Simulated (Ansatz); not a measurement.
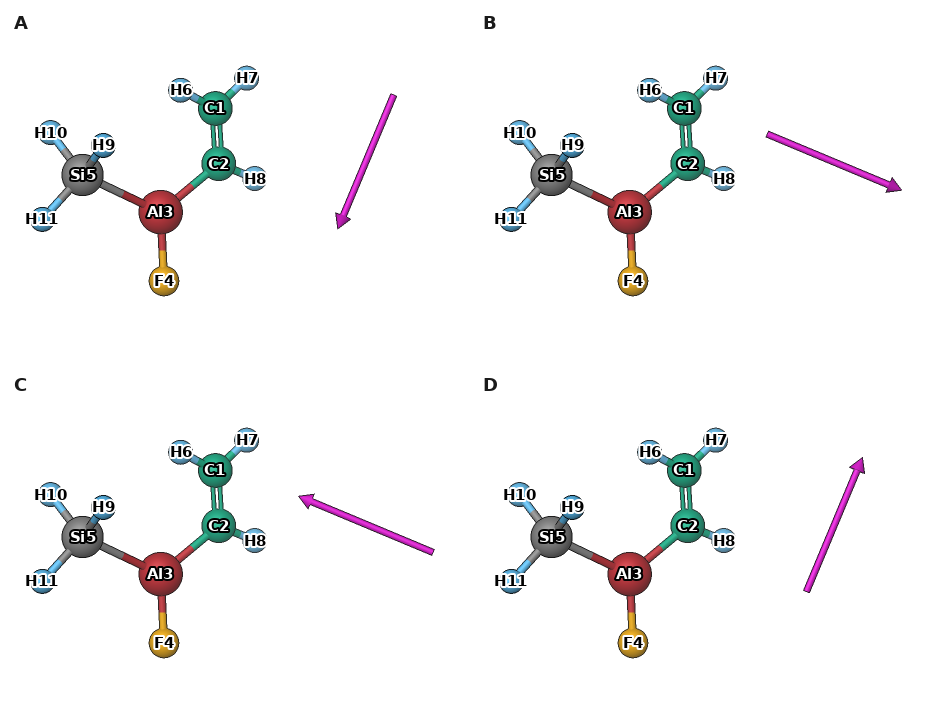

The same molecule four times, each with an arrow. The computed structure is the end point of a PBE-D4/def2-SVP optimisation. No frequency run is at hand to confirm it as a minimum. Properties computed with RKS PBE-D4/def2-SVP (Ansatz 0.2.0).

> Which arrow points along the dipole moment, from the negative to the positive end?

D. The dipole moment is 1.85 D; it points from the side of F4, H11 to the side of H7 (the outermost atoms at the two ends).
